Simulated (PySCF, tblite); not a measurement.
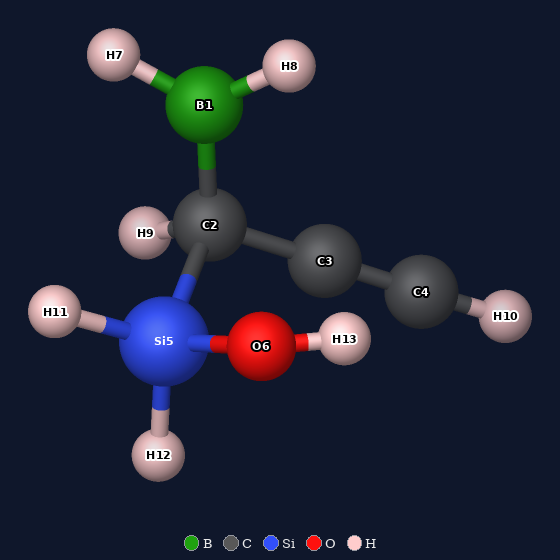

Geometry used (C₃H₇BOSi, SMILES B[C@@H](C#C)[SiH2]O).

Kohn-Sham orbital energies near the frontier, B3LYP/def2-SVPD, PySCF, at a GFN2-xTB geometry (a minimum by its frequencies), isolated molecule; empty levels in grey, levels within 0.03 eV side by side.

> Where do the frontier orbitals lie?

HOMO at −7.29 eV, LUMO at −1.82 eV, 5.47 eV apart.

> On which atoms do HOMO and LUMO mostly sit?

HOMO: C4 34 %, C3 29 %, C2 14 %. LUMO: B1 48 %, C2 14 %, Si5 10 % (Löwdin shares).

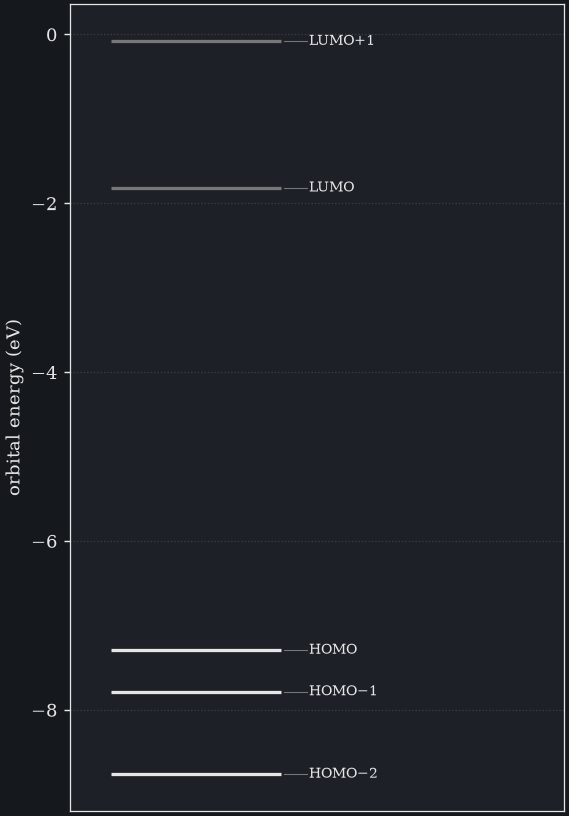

Caveats: the tight-binding geometry is rougher than a DFT one and adds to the error; one conformer of a flexible molecule; empty levels above zero depend strongly on the basis.
